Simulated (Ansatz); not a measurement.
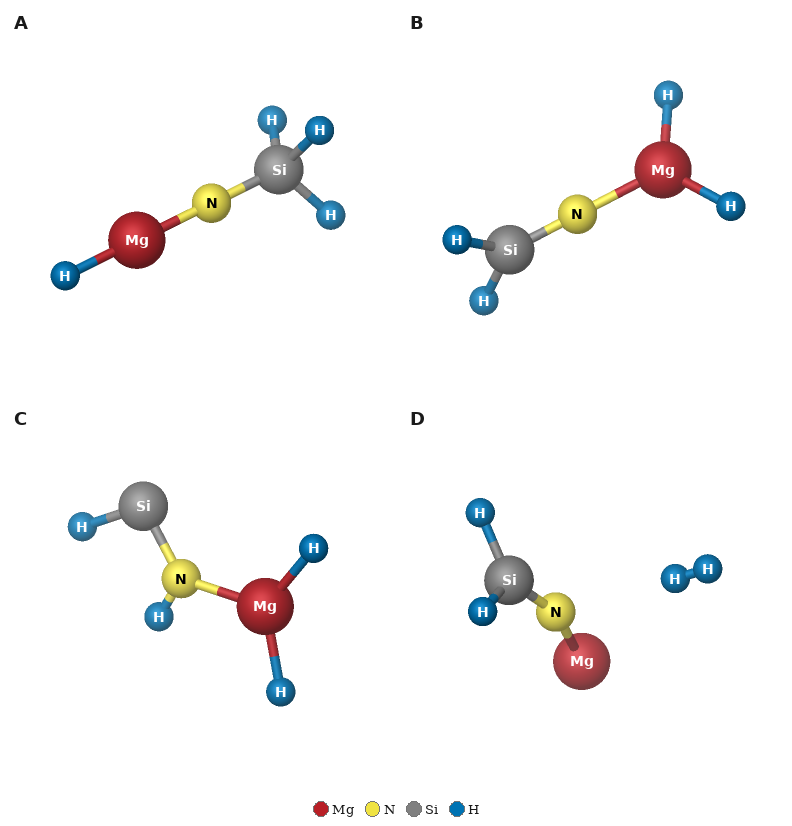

4 stationary structures of one formula. The species has charge −1 and is a spin singlet. Geometries: PBE0-D4/def2-TZVPD. Electronic energies: ωB97M-V/def2-TZVPPD (Ansatz 0.2.0), without zero-point energy. No frequency run is at hand to confirm each as a minimum. Each is one conformer, not always the lowest.

### Rank them by energy, lowest first.

C is lowest (Cs); A lies 19.3 kJ/mol above it, B lies 92.9 kJ/mol above it (C2v), D lies 171.9 kJ/mol above it (Cs).
